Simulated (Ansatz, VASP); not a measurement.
# Cross-check of Te2Mo between VASP and Ansatz, part 2 of 2

Aim: how closely do two programs agree when they are given the same cell, functional and k mesh?

VASP 6.6.1 and Ansatz 0.2.0.

So far. Step 2 (VASP: band structure, PBE, spin-orbit coupling): The run ends at a pressure of 2.85 GPa, with forces up to 0.15 eV/Å.

**3. Ansatz: band structure, PBE, spin-orbit coupling**

Level of this step: Ansatz beside VASP: Kohn-Sham DFT, plane waves, PBE, spin-orbit coupling (Ansatz).

Ansatz runs on its fully relativistic PAW (standard-fr) files.

The same cell, functional, mesh and smearing now go to Ansatz, which takes its cutoff from its data sets.

input.yaml reads:

```yaml
crystal:
  lattice:
    - [3.5182, 0.0, 0.0]
    - [-1.7591, 3.0468505756, 0.0]
    - [0.0, 0.0, 13.9736]
  atoms:
    - { symbol: Te, position: [0.3333333333, 0.6666666667, 0.621] }
    - { symbol: Te, position: [0.6666666667, 0.3333333333, 0.121] }
    - { symbol: Te, position: [0.3333333333, 0.6666666667, 0.879] }
    - { symbol: Te, position: [0.6666666667, 0.3333333333, 0.379] }
    - { symbol: Mo, position: [0.3333333333, 0.6666666667, 0.25] }
    - { symbol: Mo, position: [0.6666666667, 0.3333333333, 0.75] }
hamiltonian:
  xc: pbe
  pseudopotentials: { kind: paw_fr }
magnetization:
  noncollinear: true
  spin_orbit: true
kpoints:
  mp_grid: { grid: [6, 6, 1] }
  band_path:
    path:
      - [0.0, 0.0, 0.0]
      - [0.13636, 0.0, 0.0]
      - [0.31818, 0.0, 0.0]
      - [0.5, 0.0, 0.0]
      - [0.4697, 0.06061, 0.0]
      - [0.40909, 0.18182, 0.0]
      - [0.34848, 0.30303, 0.0]
      - [0.30303, 0.30303, 0.0]
      - [0.21212, 0.21212, 0.0]
      - [0.18182, 0.18182, 0.0]
      - [0.06061, 0.06061, 0.0]
      - [0.0, 0.0, 0.0]
      - [0.0, 0.0, 0.18182]
      - [0.0, 0.0, 0.36364]
      - [0.0, 0.0, 0.5]
      - [0.13636, 0.0, 0.5]
      - [0.31818, 0.0, 0.5]
      - [0.5, 0.0, 0.5]
      - [0.4697, 0.06061, 0.5]
      - [0.40909, 0.18182, 0.5]
      - [0.34848, 0.30303, 0.5]
      - [0.30303, 0.30303, 0.5]
      - [0.18182, 0.18182, 0.5]
      - [0.06061, 0.06061, 0.5]
      - [0.5, 0.0, 0.5]
      - [0.5, 0.0, 0.31818]
      - [0.5, 0.0, 0.13636]
      - [0.5, 0.0, 0.0]
      - [0.33333, 0.33333, 0.13636]
      - [0.33333, 0.33333, 0.31818]
      - [0.33333, 0.33333, 0.5]
    npoints: 1
scf:
  occupations: { method: gaussian, width: 0.01 }
  n_extra_bands: 18
output:
  forces: true
  stress: true
  eigenvalues: true
```

Command:

```
$ ansatz run input.yaml --threads 4 --pin off --max-ram 9216MiB --backend cpu --events-out ev --progress --plain --runs-dir out
```

Numbers of over 12 decimals in the logs are rounded to 6 here.

Log:

```text
scf.n_extra_bands = 18 over 92 filled bands (N_el = 92.0): the run solves 110 bands
Engine: ansatz 0.2.0, aarch64-unknown-linux-gnu
Pseudopotentials: kind: paw_fr
Pseudopotential: Te, paw_fr, valence charge 16, recommended cutoff 420 eV (normal), Te.paw.azcp#standard-fr
Pseudopotential: Mo, paw_fr, valence charge 14, recommended cutoff 420 eV (normal), Mo.paw.azcp#standard-fr
Functional definition: PBE
  parameter kappa = 0.804
  parameter beta = 0.066725
  exchange = pbe_x(kappa = kappa, mu = beta*pi^2/3)
  correlation = pbe_c(beta = beta)
non-collinear run that drives no moment, with spin-orbit: no starting moment large enough to seed its density (crystal.atoms[].spin), no starting occupations that ask for one, no magnetisation constraint and no magnetic field, so the semilocal B_xc is pinned to zero
Crystal: 6 atoms, lattice volume = 149.789 Å³
Basis set: ecut = 420 eV, 2909 PW (Γ), exchange–correlation on 48×48×192 points (8 copies of the dense FFT grid, shifted against one another)
Bands: 110, of which v1, the nominal top of the filled ones, is band 92 counted from 1 (91 counted from 0)
Symmetry: 24 space group operations + 24 with time reversal
Magnetic group: BNS 194.264 (UNI 1494), of the structure as read, at distance tolerance 5.3e-5 Å
k-points: 7 of 36
Projection manifold: j_resolved (fully-relativistic pseudo-atomic orbitals)
Non-local potential: Te, projectors of the file, l = 0: 2, l = 1: 4, l = 2: 4, l = 3: 4
Non-local potential: Mo, projectors of the file, l = 0: 3, l = 1: 4, l = 2: 4, l = 3: 2
PAW form: soft (Blöchl's): semilocal exchange-correlation on the pseudo side does not see the compensation charge
PAW one-centre angular grid: Te, 590 points (default); XC on 64 Gauss nodes
PAW one-centre angular grid: Mo, 590 points (default); XC on 64 Gauss nodes
Initial density: superposition of atomic densities (chi_scale 0.1, normalization cell, long waves kept (reshape's long-wave potential 0.01 eV rms))
Initial wavefunctions: pseudopotential atomic-orbital guess
Functional: x = pbe(κ = 0.804, μ = 0.219515), c = pbe(β = 0.066725)
SCF iter   1: F=—  HF=-37847.984336 eV  |F-HF|=—  |Δ(HF+E_count)|=         —  Δρ=5.46e-2  dr2=6.43e0  dr2_m=0.00e0 (ungated)  ethr=3.10e-3  |M|=0.00e0 ∫|m|=0.00e0 μB  |m|>n=0.0e0 m-floor=0.0e0 τ_xc=0.0e0  β_m=0.30  ⟨swp⟩=6.6  Hψ=1759  notcnv=0  defer=16
preconditioner: auto → Resta (q_TF=auto, 2.515 Å⁻¹)  ε∞=6.8  [insulator: Δε(μ)=0.742 eV  Ē_g=7.558 eV  σ=0.010 eV  W_gap=1.00  n_scr=52 (ndim 8)  ℏωp=18.2 eV  f_vac=0.007  D(μ)=0.00/eV (n_scr^D=0)  ε∞_Penn≈6.8]
spin=Noncollinear: Resta preconditioning applied to the charge; magnetization (m_x, m_y, m_z) channels mix plain (no charge-response kernel on spin).
SCF iter   2: F=—  HF=-37846.933779 eV  |F-HF|=—  |Δ(HF+E_count)|=    1.05e0  Δρ=2.66e-2  dr2=1.52e0  dr2_m=0.00e0 (ungated)  ethr=3.10e-3  |M|=0.00e0 ∫|m|=0.00e0 μB  |m|>n=0.0e0 m-floor=0.0e0 τ_xc=0.0e0  β_m=0.39  ⟨swp⟩=2.6  Hψ=534  notcnv=0  defer=74
SCF iter   3: F=—  HF=-37846.655357 eV  |F-HF|=—  |Δ(HF+E_count)|=   2.78e-1  Δρ=1.48e-2  dr2=6.12e-1  dr2_m=0.00e0 (ungated)  ethr=1.66e-3  |M|=0.00e0 ∫|m|=0.00e0 μB  |m|>n=0.0e0 m-floor=0.0e0 τ_xc=0.0e0  β_m=0.69  ⟨swp⟩=2.0  Hψ=423  notcnv=0  defer=74
SCF iter   4: F=—  HF=-37846.525264 eV  |F-HF|=—  |Δ(HF+E_count)|=   1.30e-1  Δρ=2.89e-3  dr2=1.76e-2  dr2_m=0.00e0 (ungated)  ethr=6.65e-4  |M|=0.00e0 ∫|m|=0.00e0 μB  |m|>n=0.0e0 m-floor=0.0e0 τ_xc=0.0e0  β_m=0.79  ⟨swp⟩=2.4  Hψ=481  notcnv=0  defer=74
SCF iter   5: F=—  HF=-37846.523798 eV  |F-HF|=—  |Δ(HF+E_count)|=   1.47e-3  Δρ=6.78e-4  dr2=1.30e-3  dr2_m=0.00e0 (ungated)  ethr=1.91e-5  |M|=0.00e0 ∫|m|=0.00e0 μB  |m|>n=0.0e0 m-floor=0.0e0 τ_xc=0.0e0  β_m=0.89  ⟨swp⟩=3.0  Hψ=521  notcnv=0  defer=74
SCF iter   6: F=—  HF=-37846.524314 eV  |F-HF|=—  |Δ(HF+E_count)|=   5.17e-4  Δρ=1.71e-4  dr2=9.16e-5  dr2_m=0.00e0 (ungated)  ethr=1.41e-6  |M|=0.00e0 ∫|m|=0.00e0 μB  |m|>n=0.0e0 m-floor=0.0e0 τ_xc=0.0e0  β_m=0.95  ⟨swp⟩=2.0  Hψ=497  notcnv=0  defer=74
SCF iter   7: F=—  HF=-37846.524486 eV  |F-HF|=—  |Δ(HF+E_count)|=   1.72e-4  Δρ=5.20e-5  dr2=6.39e-6  dr2_m=0.00e0 (ungated)  ethr=9.96e-8  |M|=0.00e0 ∫|m|=0.00e0 μB  |m|>n=0.0e0 m-floor=0.0e0 τ_xc=0.0e0  β_m=0.97  ⟨swp⟩=2.0  Hψ=494  notcnv=0  defer=74
SCF iter   8: F=—  HF=-37846.524493 eV  |F-HF|=—  |Δ(HF+E_count)|=   7.13e-6  Δρ=1.92e-5  dr2=7.73e-7  dr2_m=0.00e0 (ungated)  ethr=6.94e-9  |M|=0.00e0 ∫|m|=0.00e0 μB  |m|>n=0.0e0 m-floor=0.0e0 τ_xc=0.0e0  β_m=0.99  ⟨swp⟩=2.0  Hψ=474  notcnv=0  defer=74
SCF iter   9: F=-37846.524494 eV  HF=-37846.524494 eV  |F-HF|=3.19e-8  |Δ(HF+E_count)|=   7.43e-7  Δρ=5.17e-6  dr2=3.78e-8  dr2_m=0.00e0 (ungated)  ethr=1.09e-10  |M|=0.00e0 ∫|m|=0.00e0 μB  |m|>n=0.0e0 m-floor=0.0e0 τ_xc=0.0e0  ⟨swp⟩=13.6  Hψ=1889  notcnv=0
SCF 1 converged in 9 iterations: F = -37846.524494 eV  dr2 = 3.78e-8
  greatest PAW one-centre occupation: 0.998 electrons in one spin orbital (limit 2), on the Mo atom at site 5 (counted from 0), in its partial waves of l = 0
NSCF: frozen V_eff on 31 k-points
SCF converged after 9 iterations
Magnetization: |M| = 0.0000 μB,  M = (+0.0000, +0.0000, +0.0000) μB
Absolute magnetization: 0.0000 μB (∫|m|)
  site 0: m = (+0.0000, +0.0000, +0.0000) μB, |m| = 0.0000 μB  (R = 1.12 Å)
  site 1: m = (+0.0000, +0.0000, +0.0000) μB, |m| = 0.0000 μB  (R = 1.12 Å)
  site 2: m = (+0.0000, +0.0000, +0.0000) μB, |m| = 0.0000 μB  (R = 1.12 Å)
  site 3: m = (+0.0000, +0.0000, +0.0000) μB, |m| = 0.0000 μB  (R = 1.12 Å)
  site 4: m = (+0.0000, +0.0000, +0.0000) μB, |m| = 0.0000 μB  (R = 1.12 Å)
  site 5: m = (+0.0000, +0.0000, +0.0000) μB, |m| = 0.0000 μB  (R = 1.12 Å)
Free energy (F): -37846.524494 eV
Harris-Foulkes:  -37846.524494 eV  (|F-HF|=3.19e-8)
Internal energy: -37846.524494 eV  (E = F + TS)
E sigma→0 (E₀):  -37846.524494 eV
Fermi energy:    12.909331 eV
--- Per-component energies (eV) ---
  E_band       = -1142.166312
  E_kinetic    = 1611.123141
  E_local      = -7397.137400  (includes V_loc(G=0)·N_el)
  E_nonlocal   = -951.283685
  E_hartree    = 4142.112746
  E_xc         = -866.795382
  E_vxc        = -878.022732  (∫ρ·V_xc dr)
  E_paw        = -25067.921701  (= ΣΔE_a)
  E_vpaw       = -1811.069063  (= ΣTr[D̂ρ^β])
  E_aug_tail   = -0.000597  (compensation charges beyond the density's cutoff)
  E_ewald      = -9316.621616
  E_smearing   = -0.000000  (= −TS)
  E_closure    = 0.000000  (closes the sum)
  Σ components = -37846.524494   (vs F -37846.524494, Δ=0.00e0)
--- Forces (eV/Å), atoms counted from 1 ---
  atom   1  Te    -0.00000000     0.00000000    -0.15166553
  atom   2  Te     0.00000000    -0.00000000    -0.15166553
  atom   3  Te    -0.00000000     0.00000000     0.15166553
  atom   4  Te    -0.00000000    -0.00000000     0.15166553
  atom   5  Mo     0.00000000     0.00000000     0.00000000
  atom   6  Mo     0.00000000    -0.00000000     0.00000000
  max |Σ_I F_I| component: 4.63e-18 eV/Å
--- Stress (GPa, compression-positive) ---
        2.837207      -0.000000       0.000000
        0.000000       2.837207       0.000000
        0.000000       0.000000       3.896613
  P = ⅓ Tr σ = 3.1903 GPa (31.903 kbar)
--- Band table (eV; the first three rows and the last of 7) ---
  k-point 0: bands = [... 88 lower, 12.1236, 12.1236, 12.5036, 12.5036, 15.0465, 15.0465, 15.1766, 15.1766, ... 14 higher]
  k-point 1: bands = [... 88 lower, 12.0594, 12.0594, 12.1885, 12.1885, 14.2592, 14.2592, 14.4795, 14.4795, ... 14 higher]
  k-point 2: bands = [... 88 lower, 11.6370, 11.6370, 11.7719, 11.7719, 13.6081, 13.6081, 13.9605, 13.9605, ... 14 higher]
  k-point 6: bands = [... 88 lower, 12.1405, 12.1405, 12.4619, 12.4619, 13.4345, 13.4345, 13.4584, 13.4584, ... 14 higher]
```

Run time: 46 s. Hardware: 4 threads of Arm Neoverse V1, shared host; peak memory 1.4 GiB.

The column dr2 measures how far the density is from self-consistency, as an energy; F and HF (Harris–Foulkes) agree once it is small.

**4. Comparison**

Known differences besides the PAW data sets themselves: spin-orbit coupling enters by fully relativistic files in Ansatz and inside the spheres in VASP; the data sets hold 92 valence electrons in Ansatz (fully relativistic PAW (standard-fr) files) and 52 in VASP; the cutoff is 420 eV in Ansatz and 370 eV in VASP. Total energies have different zeros and are not compared.

Both answers:

| quantity | Ansatz | VASP | difference |
| --- | --- | --- | --- |
| gap over the path points (eV) | 0.721 | 0.714 | +0.007 |

Forces (eV/Å; atoms numbered as in POSCAR):

| atom | Ansatz x, y, z | VASP x, y, z |
| --- | --- | --- |
| Te1 | 0.000, 0.000, -0.152 | 0.000, 0.000, -0.147 |
| Te2 | 0.000, 0.000, -0.152 | 0.000, 0.000, -0.147 |
| Te3 | 0.000, 0.000, 0.152 | 0.000, 0.000, 0.147 |
| Te4 | 0.000, 0.000, 0.152 | 0.000, 0.000, 0.147 |
| Mo5 | 0.000, 0.000, 0.000 | 0.000, 0.000, 0.000 |
| Mo6 | 0.000, 0.000, 0.000 | 0.000, 0.000, 0.000 |

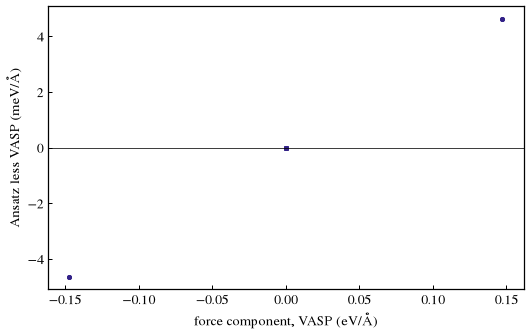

Difference of the force components against their size.

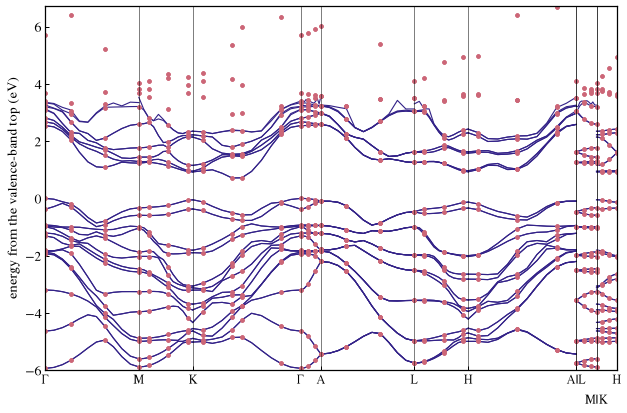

Bands from VASP (lines) and levels from Ansatz (dots). Dots without a line are higher empty bands that the VASP plot leaves out.

Levels at points of the path, from each program's valence-band top (eV; 8 filled, then empty):

| k (reciprocal lattice) | Ansatz | VASP |
| --- | --- | --- |
| 0.000 0.000 0.000 | -0.95 -0.95 -0.92 -0.92 -0.38 -0.38 0.00 0.00 2.54 2.54 2.67 2.67 2.80 2.80 | -0.96 -0.96 -0.93 -0.93 -0.38 -0.38 0.00 0.00 2.54 2.54 2.67 2.67 2.81 2.81 |
| 0.136 0.000 0.000 | -1.10 -1.10 -0.99 -0.99 -0.29 -0.29 -0.20 -0.20 2.05 2.05 2.14 2.14 2.20 2.20 | -1.11 -1.11 -1.00 -1.00 -0.29 -0.29 -0.19 -0.19 2.05 2.05 2.14 2.14 2.20 2.20 |
| 0.318 0.000 0.000 | -1.27 -1.27 -1.09 -1.09 -0.92 -0.92 -0.79 -0.79 1.09 1.09 1.50 1.50 1.71 1.71 | -1.28 -1.28 -1.09 -1.09 -0.92 -0.92 -0.79 -0.79 1.08 1.08 1.50 1.50 1.70 1.70 |
| 0.500 0.000 0.000 | -1.03 -1.03 -0.98 -0.98 -0.58 -0.58 -0.33 -0.33 1.24 1.24 1.29 1.29 1.45 1.45 | -1.04 -1.04 -0.99 -0.99 -0.59 -0.59 -0.33 -0.33 1.23 1.23 1.29 1.29 1.44 1.44 |
| 0.470 0.061 0.000 | -1.29 -1.29 -1.16 -1.16 -0.59 -0.59 -0.31 -0.31 1.27 1.27 1.30 1.30 1.45 1.45 | -1.29 -1.29 -1.16 -1.16 -0.60 -0.60 -0.31 -0.31 1.27 1.27 1.29 1.29 1.44 1.44 |
| 0.409 0.182 0.000 | -1.93 -1.93 -1.63 -1.63 -0.54 -0.54 -0.23 -0.23 1.14 1.14 1.27 1.27 1.66 1.66 | -1.93 -1.93 -1.63 -1.63 -0.55 -0.55 -0.24 -0.24 1.14 1.14 1.26 1.26 1.65 1.65 |
| 0.348 0.303 0.000 | -1.91 -1.91 -1.79 -1.79 -0.38 -0.38 -0.06 -0.06 0.94 0.94 0.98 0.98 1.18 1.18 | -1.91 -1.91 -1.79 -1.79 -0.38 -0.38 -0.06 -0.06 0.94 0.94 0.97 0.97 1.17 1.17 |
| 0.303 0.303 0.000 | -1.91 -1.91 -1.74 -1.74 -0.42 -0.42 -0.11 -0.11 0.97 0.97 1.06 1.06 1.21 1.21 | -1.91 -1.91 -1.74 -1.74 -0.43 -0.43 -0.12 -0.12 0.96 0.96 1.05 1.05 1.21 1.21 |
| 0.212 0.212 0.000 | -1.44 -1.44 -1.23 -1.23 -0.71 -0.71 -0.49 -0.49 0.72 0.72 1.50 1.50 1.52 1.52 | -1.43 -1.43 -1.23 -1.23 -0.72 -0.72 -0.50 -0.50 0.71 0.71 1.49 1.49 1.52 1.52 |
| 0.182 0.182 0.000 | -1.28 -1.28 -0.99 -0.99 -0.77 -0.77 -0.57 -0.57 0.72 0.72 1.47 1.47 1.52 1.52 | -1.27 -1.27 -0.99 -0.99 -0.77 -0.77 -0.58 -0.58 0.72 0.72 1.47 1.47 1.51 1.51 |

The forces differ by 2.2 meV/Å r.m.s., which is 3.1 % of the r.m.s. force of 0.07 eV/Å (both taken over all components). Among the levels compared (up to four filled and three empty ones at each point), filled levels agree within 11 meV and empty ones within 10 meV.

**5. Outcome**

| Property | Result |
| --- | --- |
| difference in gap over the path points (band structure, PBE, spin-orbit coupling) | 0.0073 eV |

**Reading.** The difference in gap over the path points is 0.0073 eV (band structure, PBE, spin-orbit coupling), within the 0.08 eV picked in this series as the mark of a large difference. 2 further runs on this material are not shown. Differences of this kind measure data sets and numerical settings, not the functional's error against experiment.

[Lines on the potential files, build, host, timing and source positions are cut from VASP's logs without a mark.]

[Logs are printed without paths, hosts, clocks, repeated set-up lines and the standing remarks that a program may print on its own settings, such as how far it seeks lower states.]

[Hosts, paths, dates, database ids (printed as entryN), source tags and the programs' standing remarks are cut or masked in the printed files.]
